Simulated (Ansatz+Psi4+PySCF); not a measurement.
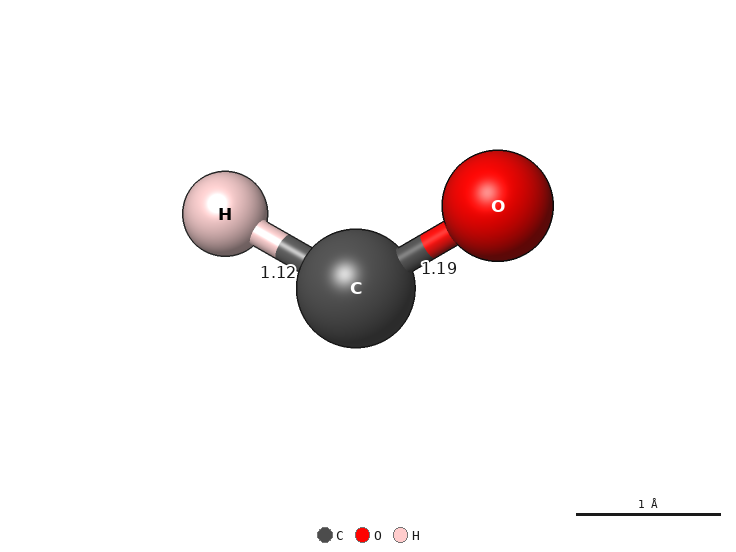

State: charge −1, singlet. Geometry: a fixed input geometry, not necessarily a minimum. Basis: aug-cc-pVTZ. Computed at fixed atoms with Ansatz, Psi4. R, U and RO name restricted, unrestricted and restricted open-shell orbitals; core potentials come with def2 and Stuttgart sets past Kr, some runs use density fitting (about 1 meV), and each entry rests on the lowest determinant that the runs found.

```xyz
3
charge -1, multiplicity 1
C     0.4496   -0.1478   -0.3642
O    -0.4508    0.0265    0.3953
H     0.9089    0.6743   -0.9770
```

Give total energies (hartree) and correlation energies for R-MP2 (2 frozen); RHF.

```json
{"method": "RHF", "energy (Eh)": "-113.2542", "correlation (mEh)": "–"}
{"method": "R-MP2 (2 frozen)", "energy (Eh)": "-113.6623", "correlation (mEh)": "-408.1"}
```
